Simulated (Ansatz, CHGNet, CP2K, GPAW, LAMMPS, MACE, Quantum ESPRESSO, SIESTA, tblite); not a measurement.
# SIESTA on Zn40S29Se11 with crystalline order left by the classical run (80 atoms): settings against a plane-wave reference, part 2 of 2

How do the settings of SIESTA change the result for Zn40S29Se11 with crystalline order left by the classical run (80 atoms)? A plane-wave run serves as the yardstick.

Program: SIESTA 5.4.2; the method stands at each step. Banners, paths, timers and routine set-up lines are dropped from the logs unmarked, and long logs keep their key lines alone; longer cuts are marked. The potentials were converted by us to PSML.

So far. Step 2 (PBE, DZP, shift 0.01 Ry, mesh 500 Ry): Forces lie 32 % from the reference's, at 0.17 times its CPU time (on 2 against 4 cores). Step 3 (PBE, SZ, shift 0.02 Ry, mesh 500 Ry): Against the first run (32 %), the force difference from the reference is 193 %, at 0.67 times the CPU time (on 1 against 2 cores) (35 SCF steps against 17).

### Step 4. PBE, SZP, shift 0.01 Ry, mesh 500 Ry

Method: Kohn-Sham DFT, PBE, PseudoDojo 0.4.1 norm-conserving pseudopotentials (converted to PSML), numerical atomic orbitals (SZP), diagonalisation.

input.fdf

```
SystemLabel cell
NumberOfAtoms 80
NumberOfSpecies 3
%block ChemicalSpeciesLabel
  1 30 Zn
  2 16 S
  3 34 Se
%endblock ChemicalSpeciesLabel
LatticeConstant 1.0 Ang
%block LatticeVectors
  11.84320 0.00000 0.00000
  0.00000 11.84320 0.00000
  0.00000 0.00000 11.84320
%endblock LatticeVectors
PAO.BasisSize SZP
PAO.EnergyShift 0.01 Ry
XC.Functional GGA
XC.Authors PBE
MeshCutoff 500 Ry
%block kgrid_Monkhorst_Pack
  1 0 0 0.0
  0 1 0 0.0
  0 0 1 0.0
%endblock kgrid_Monkhorst_Pack
SolutionMethod diagon
OccupationFunction FD
ElectronicTemperature 580 K
SCF.Mixer.Method Pulay
SCF.Mixer.Weight 0.15
SCF.Mixer.History 8
SCF.Mix Hamiltonian
MaxSCFIterations 300
SCF.DM.Tolerance 1e-04
SCF.H.Tolerance 1.0e-3 eV
WriteForces T
Write.HirshfeldPop T
Write.VoronoiPop T
Write.DM F
Write.H F
XML.Write F
AtomicCoordinatesFormat Fractional
%block AtomicCoordinatesAndAtomicSpecies
[... 80 atom lines left out: the same atoms as in the first run ...]
%endblock AtomicCoordinatesAndAtomicSpecies
```

The run is started by

```
$ OMP_NUM_THREADS=1 mpirun -np 2 siesta < input.fdf > output.txt
```

Output:

```text
Version         : 5.4.2
reinit: System Name:
reinit: System Label: cell
initatom: Reading input for the pseudopotentials and atomic orbitals ----------
Species number:   1 Atomic number:   30 Label: Zn
Species number:   2 Atomic number:   16 Label: S
Species number:   3 Atomic number:   34 Label: Se
Ground state valence configuration (from tables):   4s02  4p00  3d10  4f00
Ground state valence configuration (from tables):   3s02  3p04  3d00  4f00
Ground state valence configuration (from tables):   4s02  4p04  4d00  4f00
---- Processing specs for species: Zn
GGA--PBE XC_GGA_X_PBE--XC_GGA_C_PBE pb
Semicore shell(s) with  8 electrons included in the valence for Zn
---- Processing specs for species: S
GGA--PBE XC_GGA_X_PBE--XC_GGA_C_PBE pb
---- Processing specs for species: Se
[... lines left out ...]
Total number of electrons:  1150.000000
[... lines left out ...]
stepf: Fermi-Dirac step function
        iscf     Eharris(eV)        E_KS(eV)     FreeEng(eV)     dDmax    Ef(eV) dHmax(eV)
[... lines left out ...]
SCF Convergence by DM+H criterion
[... lines left out ...]
SCF cycle converged after 18 iterations
[... lines left out ...]
   Max    3.428465
[... lines left out ...]
   Max    3.428465    constrained
Stress tensor Voigt[x,y,z,yz,xz,xy] (kbar):       43.56       40.40       43.33       -3.60        7.72       -5.79
[... lines left out ...]
siesta: Etot    =   -272425.901667
siesta: FreeEng =   -272425.956244
siesta: Final energy (eV):
siesta:  Band Struct. =  -41897.260041
siesta:       Kinetic =  127576.926613
siesta:       Hartree =  112737.421480
siesta:         Exch. =  -32433.782770
siesta:         Corr. =   -1871.944017
siesta:   Exch.-corr. =  -34305.726787
siesta:  Ion-electron = -359776.939551
siesta:       Ion-ion = -118657.583422
siesta:         Total = -272425.901667
siesta:         Fermi =      -0.362294
siesta: Stress tensor (static) (eV/Ang**3):
siesta:     0.027186   -0.003615    0.004817
siesta:    -0.003615    0.025213   -0.002245
siesta:     0.004817   -0.002245    0.027044
siesta: Cell volume =       1661.143650 Ang**3
siesta: Pressure (static):
siesta:                Solid            Molecule  Units
siesta:          -0.00028841         -0.00029740  Ry/Bohr**3
siesta:          -0.02648089         -0.02730621  eV/Ang**3
siesta:         -42.42705731        -43.74937446  kBar
    Orbital volume contribution        =          26.207222 eV
    (Free)E + p_basis*V_orbitals       =     -272399.749022 eV
    (Free)Eharris+ p_basis*V_orbitals  =     -272399.749025 eV
Hirshfeld Atomic Populations:
Atom #   charge [q] valence [e]  Species
     1     0.629924   19.370076  Zn
     2     0.645030   19.354970  Zn
     3     0.558096   19.441904  Zn
[...]
41    -0.657624    6.657624  S
    42    -0.642821    6.642821  S
    43    -0.651271    6.651271  S
[...]
70    -0.624984   16.624984  Se
    71    -0.636249   16.636249  Se
    72    -0.497736   16.497736  Se
[...]
--------------------
 Total    -0.000041
Voronoi Atomic Populations:
Atom #   charge [q] valence [e]  Species
[...]
39     0.659571   19.340429  Zn
    40     0.673082   19.326918  Zn
[...]
68    -0.673177    6.673177  S
    69    -0.684168    6.684168  S
[...]
79    -0.599942   16.599942  Se
    80    -0.610274   16.610274  Se
--------------------
 Total    -0.000041
```

Wall time 1.8 min (2 MPI ranks of Arm Neoverse V2, shared host); peak memory 1.6 GiB.

Compared with the plane-wave run:

| Item | Value |
| --- | --- |
| r.m.s. force component | 0.6615 eV/Å |
| r.m.s. difference of force components | 444.7 meV/Å |
| longest difference of force vectors | 4420 meV/Å |
| force difference over r.m.s. force | 105.6 % |
| slope of forces against the reference's | 1.176 |
| correlation of force components | 0.7488 |
| pressure | -4.243 GPa |
| pressure difference | -5.177 GPa |

This is a coarse setting, run to see what it loses.

Against the first run (32 %), the force difference from the reference is 106 %, at 0.86 times the CPU time, with 935 basis functions against 1335: the smaller basis costs accuracy.

### Step 5. PBE, DZP, shift 0.04 Ry, mesh 500 Ry

Method: Kohn-Sham DFT, PBE, PseudoDojo 0.4.1 norm-conserving pseudopotentials (converted to PSML), numerical atomic orbitals (DZP), diagonalisation.

input.fdf, as its differences from that of step 4:

```diff
@@ -14,4 +14,4 @@
 %endblock LatticeVectors
-PAO.BasisSize SZP
-PAO.EnergyShift 0.01 Ry
+PAO.BasisSize DZP
+PAO.EnergyShift 0.04 Ry
 XC.Functional GGA
```

Output:

```text
Version         : 5.4.2
reinit: System Name:
reinit: System Label: cell
initatom: Reading input for the pseudopotentials and atomic orbitals ----------
Species number:   1 Atomic number:   30 Label: Zn
Species number:   2 Atomic number:   16 Label: S
Species number:   3 Atomic number:   34 Label: Se
Ground state valence configuration (from tables):   4s02  4p00  3d10  4f00
Ground state valence configuration (from tables):   3s02  3p04  3d00  4f00
Ground state valence configuration (from tables):   4s02  4p04  4d00  4f00
---- Processing specs for species: Zn
GGA--PBE XC_GGA_X_PBE--XC_GGA_C_PBE pb
Semicore shell(s) with  8 electrons included in the valence for Zn
---- Processing specs for species: S
GGA--PBE XC_GGA_X_PBE--XC_GGA_C_PBE pb
---- Processing specs for species: Se
[... lines left out ...]
Total number of electrons:  1150.000000
[... lines left out ...]
stepf: Fermi-Dirac step function
        iscf     Eharris(eV)        E_KS(eV)     FreeEng(eV)     dDmax    Ef(eV) dHmax(eV)
[... lines left out ...]
SCF Convergence by DM+H criterion
[... lines left out ...]
SCF cycle converged after 15 iterations
[... lines left out ...]
   Max    2.979225
[... lines left out ...]
   Max    2.979225    constrained
Stress tensor Voigt[x,y,z,yz,xz,xy] (kbar):      241.85      237.96      240.82       -4.83        8.75       -7.21
[... lines left out ...]
siesta: Etot    =   -272119.821559
siesta: FreeEng =   -272119.908318
siesta: Final energy (eV):
siesta:  Band Struct. =  -38401.939637
siesta:       Kinetic =  129390.914085
siesta:       Hartree =  114703.654771
siesta:         Exch. =  -32647.253424
siesta:         Corr. =   -1878.469636
siesta:   Exch.-corr. =  -34525.723059
siesta:  Ion-electron = -361740.717511
siesta:       Ion-ion = -119947.949845
siesta:         Total = -272119.821559
siesta:         Fermi =       0.716570
siesta: Stress tensor (static) (eV/Ang**3):
siesta:     0.150950   -0.004502    0.005461
siesta:    -0.004502    0.148522   -0.003013
siesta:     0.005461   -0.003013    0.150306
siesta: Cell volume =       1661.143650 Ang**3
siesta: Pressure (static):
siesta:                Solid            Molecule  Units
siesta:          -0.00163290         -0.00166736  Ry/Bohr**3
siesta:          -0.14992620         -0.15309025  eV/Ang**3
siesta:        -240.20825971       -245.27761824  kBar
    Orbital volume contribution        =          18.386368 eV
    (Free)E + p_basis*V_orbitals       =     -272101.521950 eV
    (Free)Eharris+ p_basis*V_orbitals  =     -272101.521962 eV
Hirshfeld Atomic Populations:
Atom #   charge [q] valence [e]  Species
     1     0.596412   19.403588  Zn
     2     0.612346   19.387654  Zn
     3     0.515205   19.484795  Zn
[...]
41    -0.621841    6.621841  S
    42    -0.602534    6.602534  S
    43    -0.610591    6.610591  S
[...]
70    -0.598718   16.598718  Se
    71    -0.607629   16.607629  Se
    72    -0.407216   16.407216  Se
[...]
--------------------
 Total    -0.000077
Voronoi Atomic Populations:
Atom #   charge [q] valence [e]  Species
[...]
39     0.541955   19.458045  Zn
    40     0.566008   19.433992  Zn
[...]
68    -0.566370    6.566370  S
    69    -0.580696    6.580696  S
[...]
79    -0.470207   16.470207  Se
    80    -0.488653   16.488653  Se
--------------------
 Total    -0.000078
```

Wall time 77 s (2 MPI ranks); peak memory 1.4 GiB; 2.6 min of CPU time.

Against the reference:

| Quantity | Value |
| --- | --- |
| r.m.s. force component | 0.6224 eV/Å |
| r.m.s. difference of force components | 393.7 meV/Å |
| longest difference of force vectors | 3370 meV/Å |
| force difference over r.m.s. force | 93.51 % |
| slope of forces against the reference's | 1.155 |
| correlation of force components | 0.7816 |
| pressure | -24.02 GPa |
| pressure difference | -24.95 GPa |

This is a coarse setting, run to see what it loses.

Against the first run (32 %), the force difference from the reference is 94 %, at 0.61 times the CPU time.

### Step 6. Side by side

Differences are against the plane-wave reference, forces as r.m.s. over components; share is that over the reference's r.m.s. force, slope the least-squares factor from reference forces to these. Total energies of different programs have different zeros and aren't compared.

| run | Δ force, r.m.s. (meV/Å) | share (%) | slope | Δ pressure (GPa) | cores | CPU time | memory (GiB) |
| --- | --- | --- | --- | --- | --- | --- | --- |
| reference | - | - | - | - | 4 | 24 min | 4.5 |
| SIESTA PBE, DZP, shift 0.01 Ry, mesh 500 Ry | 134 | 31.9 | 1.125 | -0.829 | 2 | 4.2 min | 1.8 |
| SIESTA PBE, SZ, shift 0.02 Ry, mesh 500 Ry (coarse) | 811 | 193 | 1.595 | -7.22 | 1 | 2.8 min | 0.83 |
| SIESTA PBE, SZP, shift 0.01 Ry, mesh 500 Ry (coarse) | 445 | 106 | 1.176 | -5.18 | 2 | 3.6 min | 1.6 |
| SIESTA PBE, DZP, shift 0.04 Ry, mesh 500 Ry (coarse) | 394 | 93.5 | 1.155 | -25.0 | 2 | 2.6 min | 1.4 |

Rows marked coarse were listed beforehand as settings not expected to be converged; some can still land near the reference.

CPU time is summed over cores on a shared host, where runs went side by side, so it is rough. Symmetry, cutoffs, thresholds, outputs and thread counts weren't matched or tuned between programs; memory under MPI is the largest rank's times the ranks.

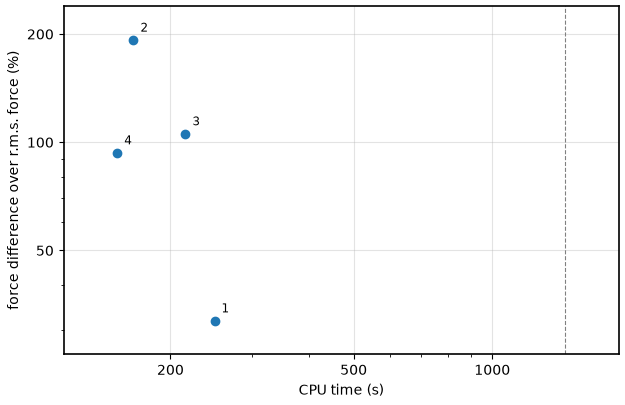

Force difference against CPU time; the dashed line marks the reference's time. Points: 1 SIESTA PBE, DZP, shift 0.01 Ry, mesh 500 Ry; 2 SIESTA PBE, SZ, shift 0.02 Ry, mesh 500 Ry; 3 SIESTA PBE, SZP, shift 0.01 Ry, mesh 500 Ry; 4 SIESTA PBE, DZP, shift 0.04 Ry, mesh 500 Ry.

### Step 7. Results

- nearest in forces: SIESTA PBE, DZP, shift 0.01 Ry, mesh 500 Ry, 32 %
- its CPU time: 4.2 min

**Reading.** The PBE run in local orbitals, coarse settings apart, differs by 32 % (SIESTA PBE, DZP, shift 0.01 Ry, mesh 500 Ry); basis, grid and potentials can all enter. Runs with settings chosen to be coarse differ by 94 % (SIESTA PBE, DZP, shift 0.04 Ry, mesh 500 Ry) to 193 % (SIESTA PBE, SZ, shift 0.02 Ry, mesh 500 Ry), their programs' other errors included. Of the electronic-structure runs that take under half the reference's CPU time, SIESTA PBE, DZP, shift 0.01 Ry, mesh 500 Ry comes nearest, at 32 % in 4.2 min against 24 min. SIESTA PBE, DZP, shift 0.01 Ry, mesh 500 Ry stiffens the forces by a factor of 1.12 while following their directions (correlation 0.968). In pressure, SIESTA PBE, DZP, shift 0.04 Ry, mesh 500 Ry misses by -25.0 GPa, at the same functional. The potentials hold different valence shells: 1040 electrons in the reference, 1150 in SIESTA; this bears on time and differences. The reference's pressure holds the uncorrected Pulay stress of its 45 Ry basis, so small pressure differences, and their order, may be the reference's own error. The quench rate of 4 K/ps is many orders above laboratory rates, so the cell is likely richer in defects and strain than a real sample. The network of bonds at the start is that of the classical potential that made the cell, and needn't be the one that DFT or experiment would give. The electronic-structure runs sample only Γ, in a cell whose shortest periodic width is 12 Å.

[Also dropped from logs without a mark: logging warnings of Python, and SIESTA's first energy breakdown and zero terms.]

[Logs are printed without paths, hosts, clocks, repeated set-up lines and the standing remarks that a program may print on its own settings, such as how far it seeks lower states.]

[Hosts, paths, dates, database ids (printed as entryN), source tags and the programs' standing remarks are cut or masked in the printed files.]
